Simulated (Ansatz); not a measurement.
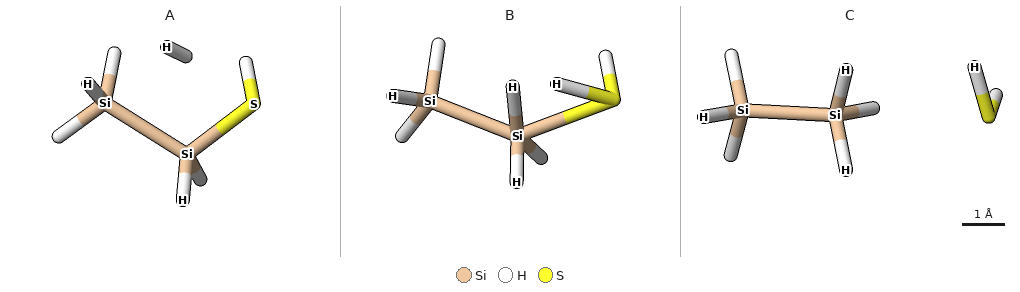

Three geometries of Si₂H₈S: a saddle point and the two minima that it joins, in shuffled order. Style: stick. Shown at a tilt. Sticks join atoms that are closer than about 1.2 times the sum of their covalent radii (a little more with hydrogen).

Stationary points at PBE0-D4/def2-TZVP, single-point energies with CCSD(T)/CBS, r2SCAN-D4, wB97M-V (def2-TZVPP where no basis is named; Ansatz 0.2.0). The energies are electronic, without zero-point or thermal terms, and both ends are the minima reached downhill from the saddle, with any fragments still in contact. CCSD(T)/CBS stands for a frozen-core estimate: MP2 correlation extrapolated from def2-TZVPP and def2-QZVPP, CCSD(T) minus MP2 from the smaller set.

Identify the saddle point and describe the reaction.

Frame B is the saddle point. Counted by bonded pieces, C holds H₂S + Si₂H₆ and A holds H₂ + Si₂H₆S. From C over the saddle to A, bonds form: S–Si (3.86 → 2.52 → 2.15 Å), H–H (3.16 → 1.07 → 0.75 Å). Bonds break: H–Si (1.49 → 1.70 → 4.58 Å), H–S (1.34 → 1.59 → 3.18 Å). The saddle has one imaginary mode, 1289i cm⁻¹. With CCSD(T)/CBS the barrier is 52.1 kcal/mol from C and 59.9 kcal/mol from A, and A lies 7.8 kcal/mol below C.

```
      level  barrier from C (kcal/mol)  barrier from A (kcal/mol)  A less C (kcal/mol)
CCSD(T)/CBS                       52.1                       59.9                 −7.8
  r2SCAN-D4                       44.2                       52.7                 −8.5
    wB97M-V                       51.5                       58.7                 −7.1
```

Against CCSD(T)/CBS, wB97M-V comes closest on the barrier from C (−0.6 kcal/mol) and r2SCAN-D4 misses most (−7.9 kcal/mol).

Limits of the set-up: the start holds two separate molecules, 3.2 Å apart at their closest, whose relative position is a soft coordinate.
